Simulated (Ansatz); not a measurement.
# SiHF₃ + H₂: a complex and its separated parts

Aim: how far the complex at one end of a reaction step lies below its separated, relaxed parts, level by level.

Computed with Ansatz 0.2.0, Gaussian basis. Level: PBE0-D4/def2-TZVP structures, single points in def2-TZVPP, no counterpoise correction.

Levels: SPW92, PBE-D4, BLYP-D4, r2SCAN-D4, B97M-V, PBE0-D4, B3LYP-D4, r2SCAN0-D4, BHLYP-D4, CAM-B3LYP-D4, wB97X-V, wB97M-V, B2PLYP, PBE-QIDH, RPA on PBE, Hartree-Fock, MP2, CCSD, CCSD(T).

Cores are frozen in the correlated methods. B3LYP uses VWN-RPA correlation. B2PLYP carries no dispersion term here.

79 further runs of the same task are left out: 1 that didn't finish, 78 set aside as unsound or not needed.

### 1 The starting structure

The complex: 7 atoms, charge 0, spin multiplicity 1.

Atoms are counted from 1 here; the program's logs count them from 0.

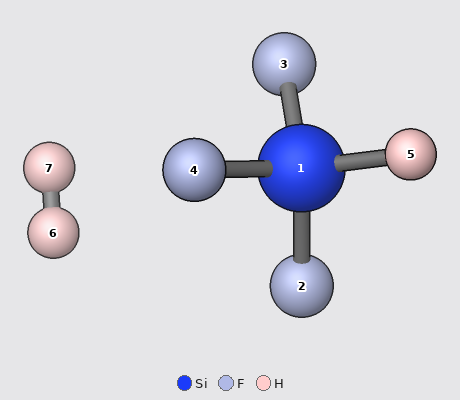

Start geometry, drawn with silicon blue, fluorine light blue, hydrogen pink; atoms are numbered from 1 in the order of the file.

Coordinates:

```mol
F3H3Si
  3D, bonds by distance, orders not assigned

  7  5  0  0  0  0  0  0  0  0999 V2000
    0.1930    0.9436   -0.3234 Si  0  0
    1.5141    0.1386   -0.0388 F   0  0
   -0.6715    0.1289   -1.3546 F   0  0
   -0.6163    1.0593    1.0200 F   0  0
    0.5046    2.2704   -0.8507 H   0  0
   -0.1460   -2.2684    0.9723 H   0  0
   -0.7779   -2.2723    0.5752 H   0  0
  1  2  8  0
  1  3  8  0
  1  4  8  0
  1  5  8  0
  6  7  8  0
M  END
```

Its parts: SiHF₃ holds atoms 1, 2, 3, 4, 5; H₂ holds atoms 6, 7. Each part counts its atoms afresh in its own runs.

### 2 Relaxing SiHF₃ alone

The input, relax-a/in.yaml:

```yaml
crystal:
  periodic: [false, false, false]
  atoms:
    - {symbol: Si, position_ang: [0.193034, 0.943587, -0.323431]}
    - {symbol: F, position_ang: [1.514128, 0.138552, -0.038785]}
    - {symbol: F, position_ang: [-0.671529, 0.128898, -1.354583]}
    - {symbol: F, position_ang: [-0.616262, 1.059289, 1.020002]}
    - {symbol: H, position_ang: [0.504590, 2.270409, -0.850702]}
basis:
  gaussian: {orbitals: def2-TZVP}
hamiltonian: {xc: pbe0, dispersion: d4}
relax: {f_tol: 0.005, max_steps: 200}
```

The run is started by

```
$ ansatz run in.yaml --threads 2 --pin off --events-out ev --progress --plain --max-ram 4352MiB
```

Further steps of the session: Relaxing H₂ alone; SPW92/def2-TZVPP; PBE-D4/def2-TZVPP; BLYP-D4/def2-TZVPP; r2SCAN-D4/def2-TZVPP; B97M-V/def2-TZVPP; PBE0-D4/def2-TZVPP; B3LYP-D4/def2-TZVPP; r2SCAN0-D4/def2-TZVPP; BHLYP-D4/def2-TZVPP; CAM-B3LYP-D4/def2-TZVPP; wB97X-V/def2-TZVPP; wB97M-V/def2-TZVPP; B2PLYP/def2-TZVPP; PBE-QIDH/def2-TZVPP; RPA on PBE/def2-TZVPP; CCSD(T)/def2-TZVPP; Vibrations of SiHF₃; Vibrations of H₂.

What does the calculation give? Wanted: complex less parts, CCSD(T)/def2-TZVPP; with zero-point energy; largest T1 diagnostic.

As calculated:

| quantity | value |
| --- | --- |
| complex less parts, CCSD(T)/def2-TZVPP | -0.0156 eV |
| with zero-point energy | +0.0113 eV |
| largest T1 diagnostic | 0.012 |

At CCSD(T) the complex lies 0.0156 eV below its parts. The functionals run from BLYP-D4, off by -0.0017 eV, to SPW92, off by -0.0307 eV, against CCSD(T). Mean unsigned error by rung: LDA 0.0307, GGA 0.0088, meta-GGA 0.0063, hybrid 0.0088, range-separated hybrid 0.0097, double hybrid 0.0083 eV. PBE-D4 gives a relative energy 0.0160 eV too low, an error of 102 % of the reference. The complex's frequency run has imaginary modes: the structure is no minimum, so both the energy and the zero-point correction are in doubt. No counterpoise was applied, and triple zeta lacks some correlation, so the CCSD(T) reference has a basis error of its own, and close matches with it are partly luck.
